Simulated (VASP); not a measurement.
Band structure of Li2Se (antifluorite). These are revTPSS meta-GGA, VASP's PBE PAW potentials (set 64) (plane waves; VASP 6.6.1) values and carry that method's errors.

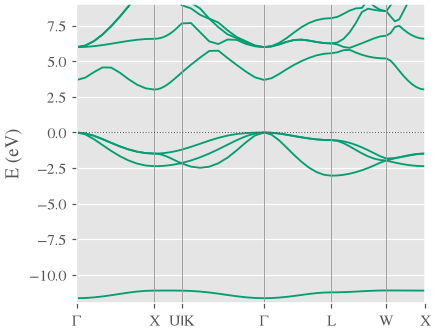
*Bands along high-symmetry lines, zero at the valence-band maximum or, without a gap, the Fermi level*

Q: Read the plot: is there a gap, and where are the band edges?

A: The gap is indirect, 3.01 eV, from the valence maximum at Γ to the conduction minimum at X.

The compound is Li2Se in the antifluorite structure. It was relaxed first.
